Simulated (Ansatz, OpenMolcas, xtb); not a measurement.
**GaNH3 (SMILES [NH2][GaH]): methods side by side**

GaNH3 has 5 atoms, charge 0, and is taken as a doublet. As SMILES, `[NH2][GaH]`. The shape is that of a PBE0-D4/def2-TZVP optimisation. This is one conformer, not always the lowest.

Quantity: the vertical energy of the quartet above the doublet, in eV. The values are calculated.

| level | kind | program | value (eV) | less CCSD(T)/def2-TZVP |
| --- | --- | --- | --- | --- |
| GFN0-xTB | semi-empirical | xtb | 7.21 | +2.57 |
| UHF/def2-TZVP | Hartree–Fock | Ansatz | 3.50 | -1.14 |
| U-revPBE/def2-TZVP | GGA | Ansatz | 4.75 | +0.11 |
| UTPSS/def2-TZVP | meta-GGA | OpenMolcas | 4.63 | -0.01 |
| UPBE0/def2-TZVP | global hybrid | OpenMolcas | 4.61 | -0.03 |
| U-wB97M-V/def2-TZVP | range-separated hybrid | Ansatz | 4.86 | +0.22 |
| U-wB97X/def2-TZVP | range-separated hybrid | Ansatz | 4.98 | +0.34 |
| UB2PLYP/def2-TZVP | double hybrid | Ansatz | 4.81 | +0.17 |
| RPA@PBE/def2-TZVP | RPA | Ansatz | 4.65 | +0.01 |
| UCCSD(T)/def2-TZVP | coupled cluster or CI | Ansatz | 4.64 | 0.00 |

UCCSD(T)/def2-TZVP is the highest level here, not the true value. All-electron rows without a relativistic Hamiltonian named are non-relativistic. The values span 3.50 to 7.21 eV. GFN0-xTB: no spin polarisation, so open shells miss the exchange term that lowers them. In the correlated wave-function rows the outer d shell of Ga is correlated, in sets not made for it.

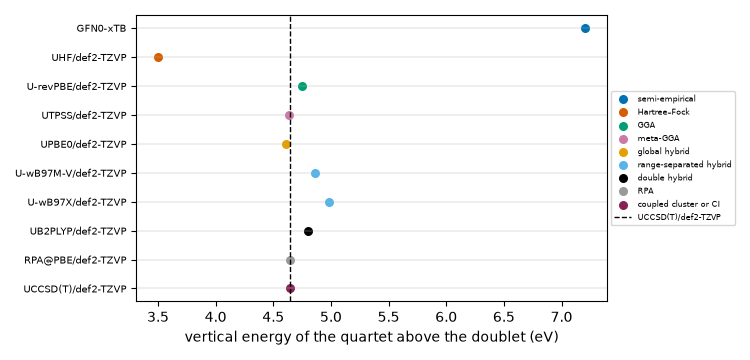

The values of the table, level by level.
